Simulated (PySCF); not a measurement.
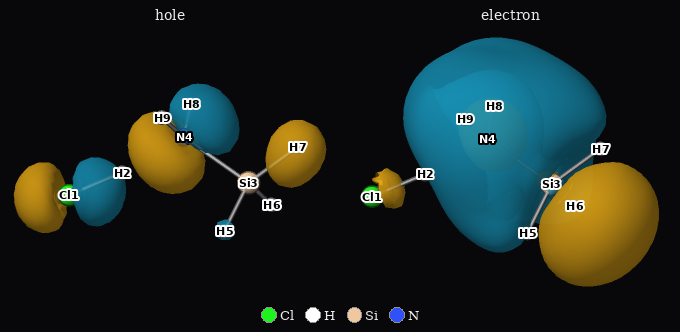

Figure 1: ClH6NSi, SMILES `Cl.[SiH3]N`. Leading natural transition orbital pair of S₃ (TDA singlet states); the surfaces enclose about 70 % of each orbital's density.

Level of theory: B3LYP/def2-SVP (PySCF), at an unrelaxed start geometry of a pair search. Without diffuse functions Rydberg states are missing, so the states' numbers hold for this basis only.

Q: Give its energy and the atoms that hole and electron lie on.

A: 6.74 eV (184 nm), f = 0.051; the leading pair carries 100 %; hole on N4 (48 %), Cl1 (21 %) and Si3 (10 %), electron on Si3 (42 %), N4 (13 %) and H8 and H9 (11 % each); their centroids lie 1.3 Å apart. In canonical orbitals it is mainly HOMO−2 → LUMO (98 %). The HOMO–LUMO gap is 7.27 eV.

Cost of the run: 67 s on 1 thread of Arm Neoverse V2, on a shared host, peak memory 0.49 GiB.
